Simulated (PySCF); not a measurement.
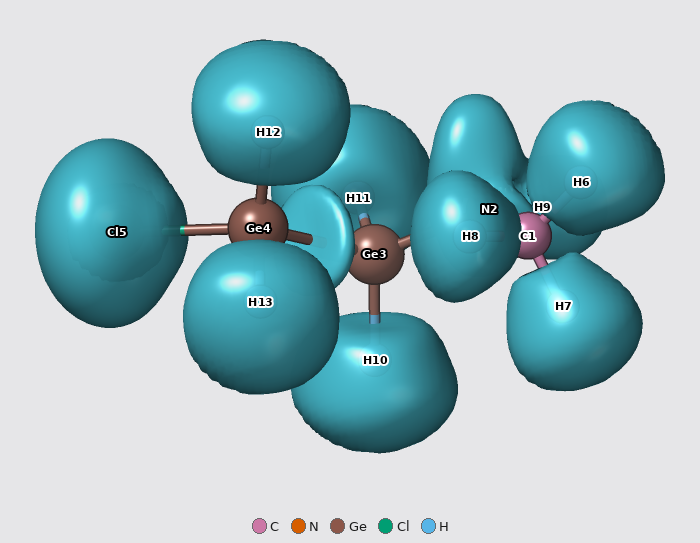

CH8ClGe2N (SMILES C[NH][GeH2][GeH2][Cl]). Isosurface of the ELF at 0.75 (cyan), seen from one side. Only the valence region is drawn (cores and ρ < 0.01 e/Å³ removed).

Geometry: GFN2-xTB.

Theory: PySCF, B3LYP/def2-SVPD, SCF density, gas phase.

Input

```
{"job": {"kind": "uv", "xc": "B3LYP", "basis": "def2-SVPD", "nstates": 8, "ntriplets": 3}, "charge": 0, "multiplicity": 1}
C     -1.811995    -0.558706     0.388956
N     -1.280916     0.570586    -0.358292
Ge     0.412658     1.189242    -0.113783
Ge     1.897213    -0.698869    -0.238310
Cl     3.878684    -0.111646    -0.618540
H     -2.653674    -0.995117    -0.152212
H     -2.147609    -0.293779     1.397415
H     -1.031086    -1.315996     0.476561
H     -1.986674     1.286910    -0.470517
H      0.630508     1.983184     1.181736
H      0.568392     2.204128    -1.220685
H      1.549186    -1.713228    -1.322482
H      1.970922    -1.546222     1.032426
```

Run with:

```sh
OMP_NUM_THREADS=1 python probes_run.py task.json out
```

### Where are the electrons localised?

At this value the surface marks out one region between bonded Ge–Ge atoms (shared pairs), seven regions around hydrogen nuclei, one region wrapped around Cl (its valence shell) and one joined region spread over several atoms (H, N), in which their bonds and any lone pairs are merged.

Values along the shortest contacts:
C–N (1.45 Å): the ELF peaks at about 0.95 between the atoms; a covalent bond. Ge–N (1.82 Å): the ELF peaks at about 0.90 in the valence shell of N, 0.6 Å from its nucleus, and is about 0.50 at the midpoint.
